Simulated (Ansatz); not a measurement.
C2H7CuSi (SMILES C[Si+](C)[CuH-])

Input

```
crystal:
  periodic: [false, false, false]
  atoms:
    - {symbol: C, position_ang: [-0.159885, 1.814156, -1.694431]}
    - {symbol: C, position_ang: [1.394592, 0.816427, 0.626389]}
    - {symbol: Cu, position_ang: [-0.964707, 3.497698, 1.483328]}
    - {symbol: Si, position_ang: [0.255124, 2.231569, 0.102634]}
    - {symbol: H, position_ang: [-0.885516, 2.510561, -2.138919]}
    - {symbol: H, position_ang: [-0.562369, 0.787409, -1.766893]}
    - {symbol: H, position_ang: [0.763202, 1.831694, -2.302764]}
    - {symbol: H, position_ang: [1.881840, 0.996629, 1.595869]}
    - {symbol: H, position_ang: [2.162247, 0.596062, -0.135113]}
    - {symbol: H, position_ang: [0.775852, -0.096363, 0.725876]}
    - {symbol: H, position_ang: [-2.139402, 3.805946, 2.428713]}
basis:
  gaussian:
    orbitals: def2-TZVPD
hamiltonian:
  xc: pbe0
output: {forces: true, orbitals: {seedname: orbitals}}
```

Launched as:

```sh
ansatz run input.yaml --threads 2 --pin off --max-ram 4350MiB --events-out events.jsonl --progress --plain --runs-dir runs
```

Geometry: B3LYP-D3(BJ)/def2-SVP.

All numbers below come from Ansatz 0.2.0, isolated molecule in a Gaussian basis; Kohn-Sham density functional theory, functional PBE0.

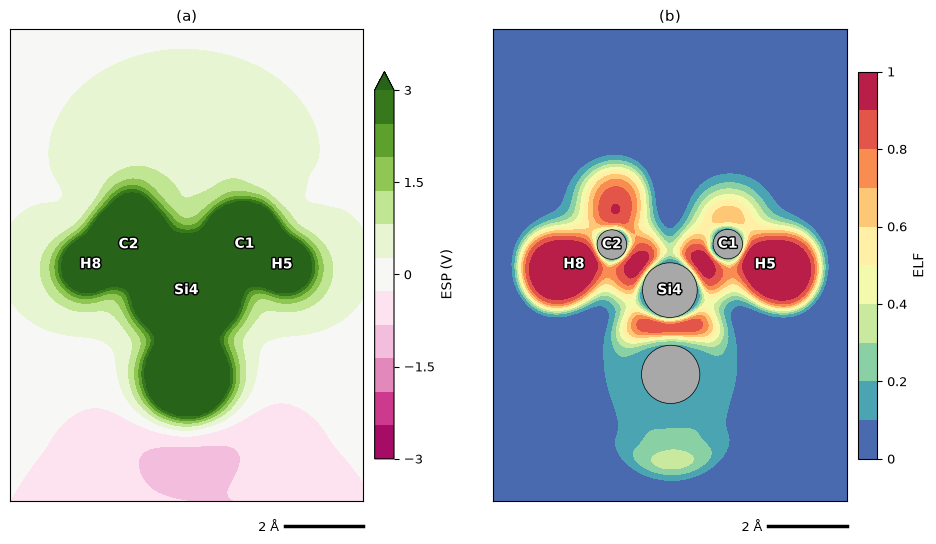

Figure 1. (a) molecular electrostatic potential; (b) ELF on the plane of atoms Si4, C1 and H5. Grey discs cover the atomic cores in the ELF map.

Question: Read the bonding off the picture.

Answer:
- The plane passes through C, Si and H nuclei.
- C–Si (1.89 Å): the ELF peaks at about 0.95 between the atoms; localised, covalent bonding.
- C–H (1.10 Å): the ELF climbs to about 1 towards the hydrogen, as it does in any bond to H; a covalent bond by its length.
- Outside the dense part of the molecule the potential is most negative (−1.1 V) near H11, which lies off the plane.

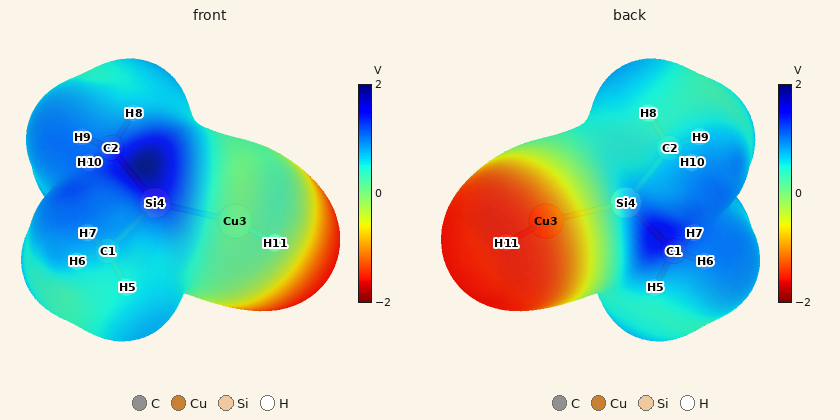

Figure 2. The molecular electrostatic potential painted on the density surface at 0.001 e/bohr³, seen from the front and from behind; the colour scale runs from red (negative) to blue (positive).

Question: Where is the surface potential most negative and most positive?

Answer: The most negative region (about −1.6 V) lies over H11, the most positive (about +1.8 V) over Si4.

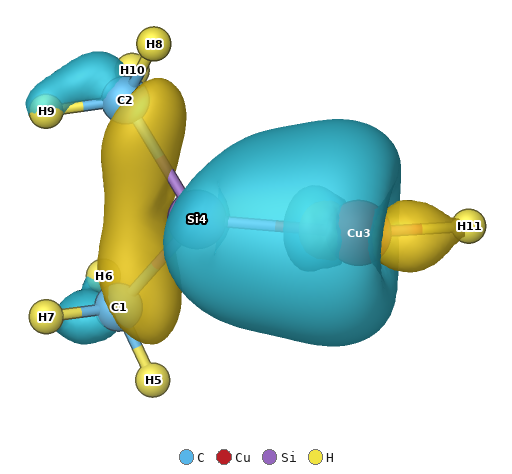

Figure 3. The HOMO−1 at ±0.1 Å⁻³ᐟ² (yellow and cyan are the two phases), seen at a tilt.

Question: Describe this orbital and give its energy.

Answer: It lies mainly on Cu3 (about 60 %) and Si4 (about 25 %). Its energy is −7.10 eV.
